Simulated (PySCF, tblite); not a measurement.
# C32H14: electronic excitations, NMR shifts

Wanted: electronic excitations, NMR shifts for C32H14 (`c1cc2ccc3cc4ccc5ccc6ccc7cc8ccc1c1c2c3c2c4c5c6c7c2c81`).

Computed with tblite 0.8.0 and PySCF 2.14.0 and routines of our own; the level stands in each step. Atoms count from 0.

## 1. The system as given

46 atoms, charge 0, multiplicity 1; geometry from: force field, distance geometry or constructed start.

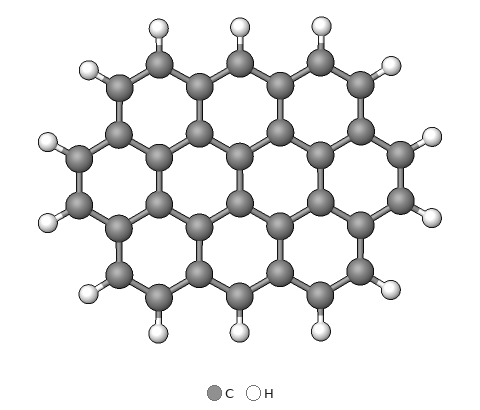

The starting geometry (carbon grey, hydrogen white).

## 2. Geometry optimisation with GFN2-xTB

What the job is given:

```
{"job": {"kind": "relax", "xc": "GFN2-xTB", "basis": "xTB"}, "charge": 0, "multiplicity": 1}
C     -4.875300     0.670500    -0.082500
C     -4.877300    -0.705900     0.121100
C     -3.660800    -1.413100     0.230100
C     -3.643200    -2.791100     0.432400
C     -2.430300    -3.481500     0.540400
C     -1.213600    -2.798200     0.425900
C      0.015600    -3.471500     0.522200
C      1.238500    -2.785900     0.418200
C      2.462900    -3.464200     0.513000
C      3.664400    -2.769200     0.404900
C      3.676300    -1.384800     0.191600
C      4.877700    -0.674300     0.080900
C      4.870700     0.709200    -0.123000
C      3.668200     1.410300    -0.231800
C      3.640200     2.800600    -0.438400
C      2.427400     3.480900    -0.530700
C      1.210600     2.799500    -0.427600
C     -0.016500     3.469800    -0.526600
C     -1.235700     2.790400    -0.414200
C     -2.457400     3.463100    -0.510800
C     -3.669400     2.772100    -0.401700
C     -3.679300     1.385000    -0.193900
C     -2.448300     0.694400    -0.087400
C     -2.449600    -0.712300     0.116000
C     -1.216700    -1.399200     0.218300
C     -0.003000    -0.699100     0.108100
C      1.230300    -1.390500     0.204800
C      2.451100    -0.689300     0.095200
C      2.446100     0.708400    -0.119600
C      1.218300     1.402200    -0.213900
C      0.000500     0.698700    -0.106800
C     -1.231500     1.394000    -0.205300
H     -5.836200     1.188100    -0.156800
H     -5.822300    -1.232600     0.214800
H     -4.569500    -3.354000     0.524000
H     -2.446000    -4.553600     0.697000
H      0.019400    -4.549500     0.684200
H      2.487800    -4.535000     0.673400
H      4.601400    -3.325600     0.482900
H      5.830300    -1.184600     0.156100
H      5.824300     1.228900    -0.207300
H      4.576600     3.350200    -0.523600
H      2.451400     4.556800    -0.703400
H     -0.017600     4.549100    -0.690200
H     -2.490600     4.539200    -0.673600
H     -4.602200     3.323300    -0.486500
```

Run with:

```sh
OMP_NUM_THREADS=2 python large_run.py task.json out
```

This one command runs all jobs of the session in turn.

The log of the run:

```text
step      E/eV     max force
  0   -2062.71001    2.431
  1   -2062.93651    1.179
  2   -2062.99820    0.172
  3   -2063.00169    0.078
  4   -2063.00331    0.051
  5   -2063.00390    0.043
  6   -2063.00465    0.039
  7   -2063.00525    0.040
  8   -2063.00562    0.028
  9   -2063.00582    0.018
```

Run time: 0.34 s. Hardware: 2 threads of Arm Neoverse V1, shared host; peak memory 0.18 GiB.

Step by step:

```tsv
step	energy from step 0 (eV)	largest force (eV/Å)
0	0.0000	2.4303
1	-0.2265	1.1791
2	-0.2882	0.1717
3	-0.2917	0.0784
4	-0.2933	0.0511
5	-0.2939	0.0426
6	-0.2946	0.0389
7	-0.2952	0.0406
8	-0.2956	0.0282
9	-0.2958	0.0176
```

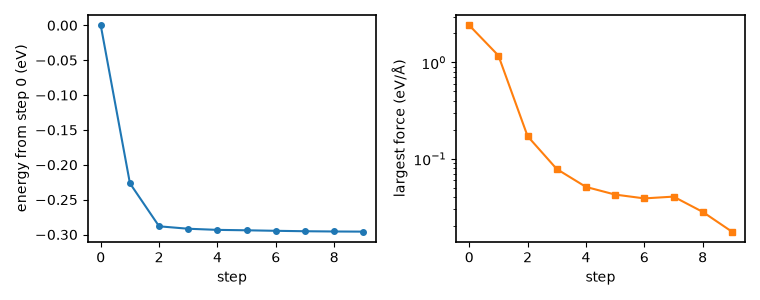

Energy and force, step by step.

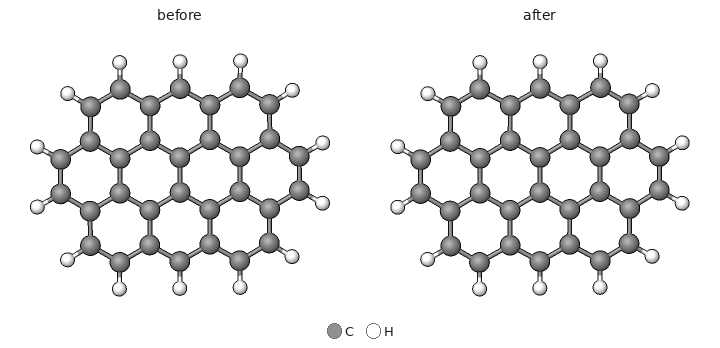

Before and after, at one scale.

Close pairs (by a distance rule), those that changed most:

```tsv
bond	before (Å)	after (Å)	change (Å)
C3–C4	1.400	1.357	-0.043
C19–C20	1.399	1.357	-0.043
C14–C15	1.394	1.357	-0.037
C8–C9	1.392	1.357	-0.036
C2–C3	1.393	1.422	+0.029
C11–C12	1.398	1.369	-0.029
C18–C19	1.398	1.424	+0.026
C15–C16	1.398	1.424	+0.026
```

The next job starts from the end point, and lists it.

## 3. Electronic excitations: TDDFT CAM-B3LYP/6-31G*

What the job is given:

```
{"job": {"kind": "uv", "basis": "6-31G*", "grid": 1, "kgrid": 0, "vcut": 1.5, "nstates": 6, "ntriplets": 2, "tda": false, "delta": ["ip_vertical"], "pop": true, "xc": "CAM-B3LYP"}, "charge": 0, "multiplicity": 1}
C     -4.879968     0.659424    -0.079452
C     -4.873266    -0.694544     0.126155
C     -3.665794    -1.409595     0.228305
C     -3.629944    -2.815534     0.439715
C     -2.453697    -3.484470     0.535065
C     -1.204923    -2.807363     0.429326
C      0.014716    -3.474547     0.524659
C      1.228827    -2.799201     0.417445
C      2.483498    -3.466807     0.512858
C      3.653650    -2.788970     0.405728
C      3.678314    -1.382933     0.193978
C      4.879835    -0.659546     0.080076
C      4.873553     0.694531    -0.124674
C      3.666046     1.409696    -0.226775
C      3.630525     2.815454    -0.439805
C      2.454604     3.484716    -0.538787
C      1.205281     2.809130    -0.430163
C     -0.014701     3.476224    -0.524664
C     -1.228996     2.800885    -0.416358
C     -2.484095     3.467623    -0.512751
C     -3.654405     2.789465    -0.406571
C     -3.678940     1.383501    -0.193955
C     -2.452006     0.692261    -0.093823
C     -2.445323    -0.708445     0.117813
C     -1.214377    -1.402553     0.217969
C      0.003298    -0.702393     0.107058
C      1.226806    -1.394447     0.205614
C      2.451541    -0.691265     0.094336
C      2.445013     0.709495    -0.116800
C      1.214474     1.404676    -0.216959
C     -0.003426     0.705123    -0.104675
C     -1.227366     1.396315    -0.203647
H     -5.817134     1.193291    -0.157847
H     -5.805672    -1.235430     0.210500
H     -4.570133    -3.343605     0.522002
H     -2.440396    -4.553343     0.697971
H      0.019671    -4.544457     0.683988
H      2.479394    -4.536020     0.674575
H      4.598398    -3.309568     0.480801
H      5.816880    -1.193786     0.157302
H      5.805672     1.236242    -0.208255
H      4.570454     3.343877    -0.523342
H      2.441414     4.553968    -0.699019
H     -0.019711     4.545389    -0.688922
H     -2.480752     4.536837    -0.673585
H     -4.599097     3.310301    -0.482253
```

With the program's defaults for keys left out, this is: TDDFT CAM-B3LYP/6-31G*, vertical, gas phase, core orbitals frozen in the response, virtual orbitals cut by energy.

The log of the run:

```text
start: PBE on a coarse grid of 40536 points
cycle   1  E = -1226.6093366253  dE =  6.215e+00  |g| = 8.354e-01  |ddm| = 1.056e+01
cycle   2  E = -1226.5848052918  dE =  2.453e-02  |g| = 8.946e-01  |ddm| = 3.009e+00
cycle   3  E = -1226.8141750738  dE = -2.294e-01  |g| = 1.621e-01  |ddm| = 1.611e+00
cycle   4  E = -1226.8167336210  dE = -2.559e-03  |g| = 1.223e-01  |ddm| = 3.755e-01
cycle   5  E = -1226.8214286187  dE = -4.695e-03  |g| = 2.249e-02  |ddm| = 1.921e-01
cycle   6  E = -1226.8215459079  dE = -1.173e-04  |g| = 1.065e-02  |ddm| = 3.985e-02
cycle   7  E = -1226.8215691918  dE = -2.328e-05  |g| = 4.888e-03  |ddm| = 1.706e-02
final grid: 178984 points
cycle   8  E = -1227.2765163006  dE = -1.898e-02  |g| = 3.748e-02  |ddm| = 7.990e-01
cycle   9  E = -1227.2773459591  dE = -8.297e-04  |g| = 1.803e-02  |ddm| = 1.518e-01
cycle  10  E = -1227.2774456378  dE = -9.968e-05  |g| = 1.382e-02  |ddm| = 4.773e-02
cycle  11  E = -1227.2775106231  dE = -6.499e-05  |g| = 4.698e-03  |ddm| = 2.598e-02
cycle  12  E = -1227.2775219794  dE = -1.136e-05  |g| = 1.112e-03  |ddm| = 8.480e-03
cycle  13  E = -1227.2775255180  dE = -3.539e-06  |g| = 6.857e-04  |ddm| = 4.945e-03
cycle  14  E = -1227.2775240089  dE =  1.509e-06  |g| = 1.947e-04  |ddm| = 1.669e-03
cycle  15  E = -1227.2775225237  dE =  1.485e-06  |g| = 8.208e-05  |ddm| = 6.583e-04
converged SCF energy = -1227.2775225237
Vertical ionisation energy (delta-SCF) = 6.3057 eV   <S^2> = 0.816

Static polarisability (au): isotropic 365.013, principal 86.802 451.826 556.411

Singlet excitations
state   eV       nm        f      main configurations
  1   3.0866    401.7   0.22731   H->L 0.92
  2   3.1805    389.8   0.00024   H-1->L 0.49, H->L+1 0.47
  3   3.9830    311.3   0.00000   H->L+2 0.79, H-2->L 0.15
  4   4.1006    302.4   0.00000   H-2->L 0.72, H->L+2 0.11
  5   4.2877    289.2   1.58169   H->L+1 0.49, H-1->L 0.47
  6   4.3089    287.7   0.00003   H->L+3 0.75, H-1->L+2 0.09

Triplet excitations (Tamm-Dancoff, eV): 2.0092 3.0116
```

It took 6.2 min on 2 threads of Arm Neoverse V1, shared host; peak memory 1.8 GiB.

The orbitals next to the gap, with their largest atomic shares:

```tsv
orbital	eV	atoms
HOMO−4	-8.35	C18 8 %, C7 8 %, C21 7 %
HOMO−3	-7.89	C25 11 %, C30 11 %, C28 6 %
HOMO−2	-7.48	C19 7 %, C15 7 %, C8 7 %
HOMO−1	-6.69	C0 7 %, C12 7 %, C11 7 %
HOMO	-5.93	C17 12 %, C6 12 %, C8 5 %
LUMO	-1.05	C17 11 %, C6 11 %, C19 5 %
LUMO+1	-0.26	C12 7 %, C1 7 %, C11 7 %
LUMO+2	0.46	C24 7 %, C26 7 %, C31 7 %
LUMO+3	0.73	C25 12 %, C30 12 %, C22 8 %
```

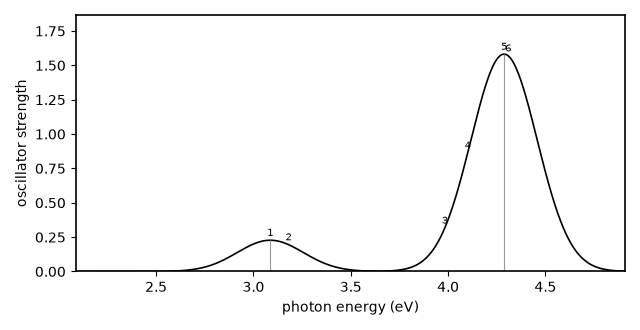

Absorption spectrum from the 6 singlet states computed; above the last one it falls off for lack of states. Lines are broadened to a width of 0.40 eV (Gaussian).

Further results of this job:

```tsv
property	computed
dipole moment (D)	0.00
polarisability (Å³)	54.09
HOMO–LUMO gap (eV)	4.87
−ε(HOMO) (eV)	5.93
```

## 4. NMR shifts: GIAO KT3/pcSseg-1

The job, as its differences from that of step 3:

```diff
@@ -1,2 +1,2 @@
-{"job": {"kind": "uv", "basis": "6-31G*", "grid": 1, "kgrid": 0, "vcut": 1.5, "nstates": 6, "ntriplets": 2, "tda": false, "delta": ["ip_vertical"], "pop": true, "xc": "CAM-B3LYP"}, "charge": 0, "multiplicity": 1}
+{"job": {"kind": "nmr", "xc": "KT3", "basis": "pcSseg-1", "pop": false}, "charge": 0, "multiplicity": 1}
 C     -4.879968     0.659424    -0.079452
```

Level: GIAO KT3/pcSseg-1 NMR shielding, non-relativistic, gas phase.

The log of the run:

```text
nearly dependent basis: matrix products in double precision
start: PBE on a coarse grid of 40536 points
cycle   1  E = -1225.8691563668  dE =  6.192e+00  |g| = 8.213e-01  |ddm| = 1.022e+01
cycle   2  E = -1225.8271000355  dE =  4.206e-02  |g| = 9.159e-01  |ddm| = 3.826e+00
cycle   3  E = -1226.0642985326  dE = -2.372e-01  |g| = 1.346e-01  |ddm| = 2.414e+00
cycle   4  E = -1226.0653810239  dE = -1.082e-03  |g| = 1.098e-01  |ddm| = 3.726e-01
cycle   5  E = -1226.0689676864  dE = -3.587e-03  |g| = 2.331e-02  |ddm| = 1.999e-01
cycle   6  E = -1226.0690999153  dE = -1.322e-04  |g| = 1.087e-02  |ddm| = 4.832e-02
cycle   7  E = -1226.0691270046  dE = -2.709e-05  |g| = 3.592e-03  |ddm| = 1.610e-02
final grid: 379026 points
cycle   8  E = -1248.3966653885  dE = -7.264e-02  |g| = 2.513e-02  |ddm| = 3.240e+00
cycle   9  E = -1248.3965732131  dE =  9.218e-05  |g| = 2.842e-02  |ddm| = 2.100e-01
cycle  10  E = -1248.3966473625  dE = -7.415e-05  |g| = 2.380e-02  |ddm| = 7.856e-02
cycle  11  E = -1248.3968266200  dE = -1.793e-04  |g| = 4.886e-03  |ddm| = 4.027e-02
cycle  12  E = -1248.3968326213  dE = -6.001e-06  |g| = 1.894e-03  |ddm| = 9.620e-03
cycle  13  E = -1248.3968334157  dE = -7.945e-07  |g| = 1.176e-03  |ddm| = 4.542e-03
cycle  14  E = -1248.3968338670  dE = -4.513e-07  |g| = 2.772e-04  |ddm| = 2.119e-03
cycle  15  E = -1248.3968338871  dE = -2.009e-08  |g| = 9.657e-05  |ddm| = 5.189e-04
converged SCF energy = -1248.3968338871

GIAO shielding tensors (ppm)
atom      isotropic    diamagn.    paramagn.     s11        s22        s33       span
  0 C       65.674     246.823    -181.149    -21.577     58.335    160.263    181.840
  1 C       65.658     246.796    -181.138    -21.587     58.285    160.277    181.864
  2 C       63.845     244.726    -180.881     -3.588      6.752    188.371    191.960
  3 C       62.599     249.388    -186.788    -24.599     60.159    152.238    176.837
  4 C       62.532     245.567    -183.035    -23.981     60.396    151.180    175.161
  5 C       63.289     250.152    -186.863     -7.772     10.129    187.512    195.284
  6 C       66.408     250.243    -183.834     -5.650     59.566    145.308    150.958
  7 C       63.288     250.101    -186.813     -7.795     10.117    187.543    195.338
  8 C       62.566     245.599    -183.033    -23.897     60.412    151.183    175.080
  9 C       62.614     249.373    -186.760    -24.519     60.082    152.278    176.797
 10 C       63.848     244.605    -180.757     -3.560      6.716    188.388    191.948
 11 C       65.672     246.848    -181.176    -21.576     58.330    160.264    181.841
 12 C       65.646     246.788    -181.142    -21.601     58.292    160.247    181.848
 13 C       63.830     244.707    -180.877     -3.626      6.748    188.368    191.994
 14 C       62.576     249.350    -186.774    -24.614     60.128    152.216    176.830
 15 C       62.541     245.564    -183.023    -23.955     60.370    151.208    175.163
 16 C       63.284     250.126    -186.842     -7.731     10.052    187.531    195.262
 17 C       66.461     250.233    -183.773     -5.539     59.552    145.368    150.907
 18 C       63.284     250.143    -186.859     -7.724     10.039    187.537    195.260
 19 C       62.550     245.609    -183.060    -23.919     60.341    151.227    175.146
 20 C       62.596     249.371    -186.774    -24.554     60.084    152.258    176.812
 21 C       63.840     244.784    -180.945     -3.602      6.719    188.402    192.004
 22 C       72.103     243.193    -171.091      4.346     11.712    200.250    195.904
 23 C       72.091     243.104    -171.012      4.405     11.634    200.235    195.830
 24 C       73.236     239.310    -166.073      8.995     11.107    199.607    190.612
 25 C       73.005     243.794    -170.789      5.549     15.373    198.094    192.545
 26 C       73.243     239.296    -166.052      9.069     11.056    199.605    190.536
 27 C       72.102     243.135    -171.033      4.417     11.621    200.270    195.854
 28 C       72.090     243.100    -171.010      4.360     11.680    200.231    195.872
 29 C       73.257     239.302    -166.045      8.992     11.139    199.639    190.647
 30 C       73.006     243.882    -170.876      5.530     15.360    198.128    192.598
 31 C       73.246     239.243    -165.996      9.015     11.104    199.620    190.605
 32 H       22.206      30.735      -8.529     13.262     25.581     27.775     14.513
 33 H       22.209      30.726      -8.517     13.258     25.586     27.783     14.525
 34 H       22.381      31.116      -8.735     13.804     25.562     27.777     13.973
 35 H       22.259      31.789      -9.530     13.303     25.381     28.093     14.789
 36 H       21.637      36.694     -15.057     10.850     25.209     28.850     18.000
 37 H       22.258      31.794      -9.537     13.303     25.382     28.088     14.785
 38 H       22.385      31.105      -8.720     13.799     25.569     27.786     13.986
 39 H       22.205      30.740      -8.535     13.263     25.579     27.772     14.509
 40 H       22.207      30.745      -8.538     13.257     25.582     27.781     14.524
 41 H       22.382      31.110      -8.728     13.803     25.563     27.778     13.975
 42 H       22.260      31.784      -9.523     13.307     25.381     28.093     14.786
 43 H       21.639      36.671     -15.033     10.854     25.217     28.845     17.991
 44 H       22.261      31.784      -9.523     13.307     25.384     28.092     14.784
 45 H       22.384      31.105      -8.721     13.802     25.567     27.782     13.980
```

Run time: 68 s. Hardware: 2 threads of Arm Neoverse V1, shared host; peak memory 1.4 GiB.

The references, computed at this level on geometries of the same kind, shield at (ppm): ¹H TMS 31.76, ¹³C TMS 184.7. Their shielding less the atom's gives the shift. The references are single molecules in the gas phase. Atoms listed in one row are averaged.

```tsv
atoms	environment	σ (ppm)	δ (ppm)
C4, C8, C15, C19	aromatic CH	62.5	122.2
C3, C9, C14, C20	aromatic CH	62.6	122.1
C5, C7, C16, C18	ring-fusion aromatic carbon	63.3	121.4
C2, C10, C13, C21	ring-fusion aromatic carbon	63.8	120.9
C0, C1, C11, C12	aromatic CH	65.7	119.1
C6, C17	aromatic CH	66.4	118.3
C22, C23, C27, C28	ring-fusion aromatic carbon	72.1	112.6
C25, C30	ring-fusion aromatic carbon	73.0	111.7
C24, C26, C29, C31	ring-fusion aromatic carbon	73.2	111.5
H36, H43	hydrogen on an aromatic CH	21.64	10.12
H32, H33, H39, H40	hydrogen on an aromatic CH	22.21	9.55
H35, H37, H42, H44	hydrogen on an aromatic CH	22.26	9.50
H34, H38, H41, H45	hydrogen on an aromatic CH	22.38	9.38
```

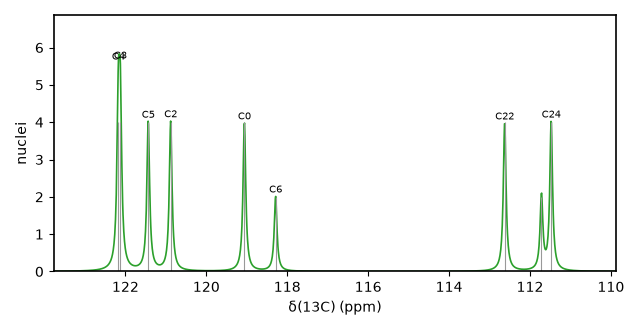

¹³C lines at the computed shifts, without couplings. Lines are broadened to a width of 0.08 ppm (Lorentzian).

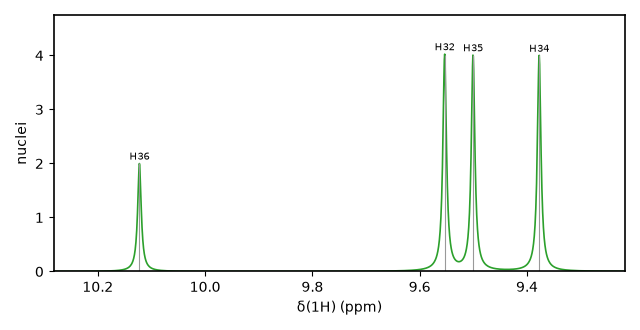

¹H lines at the computed shifts, without couplings. Lines are broadened to a width of 0.01 ppm (Lorentzian).

Ring of atoms C0, C1, C2, C21, C22, C23: NICS(0) -13.2, NICS(1) -15.3, NICS(1)zz -38.8 ppm (means of both faces).

Ring of atoms C2, C3, C4, C5, C23, C24: NICS(0) -6.3, NICS(1) -9.7, NICS(1)zz -21.7 ppm (means of both faces).

Ring of atoms C5, C6, C7, C24, C25, C26: NICS(0) -12.6, NICS(1) -15.0, NICS(1)zz -37.4 ppm (means of both faces).

## 5. What came out

```
                                                              quantity                                                              value
                                     lowest singlet (CAM-B3LYP/6-31G*)                                        3.09 eV (402 nm), f = 0.227
                              brightest single state of those computed                                        state 5, 4.29 eV, f = 1.582
                                                        lowest triplet                                                            2.01 eV
¹³C shifts against TMS (KT3/pcSseg-1, means over atoms taken as alike)  122.2, 122.1, 121.4, 120.9, 119.1, 118.3, 112.6, 111.7, 111.5 ppm
 ¹H shifts against TMS (KT3/pcSseg-1, means over atoms taken as alike)                                        10.12, 9.55, 9.50, 9.38 ppm
```

What this shows: The first singlet state (HOMO→LUMO 0.92) lies at 3.09 eV and is bright; of the 6 states computed, the strongest absorption comes from state 5 at 4.29 eV. State 1 absorbs in the visible (402 nm). The lowest triplet lies 1.08 eV below the lowest singlet (triplets in Tamm-Dancoff, singlets in full TDDFT). NICS(1)zz of -39 ppm above the planar ring from C0 marks a diatropic (aromatic) ring current. NICS(1)zz of -22 ppm above the planar ring from C2 marks a diatropic (aromatic) ring current. NICS(1)zz of -37 ppm above the planar ring from C5 marks a diatropic (aromatic) ring current.
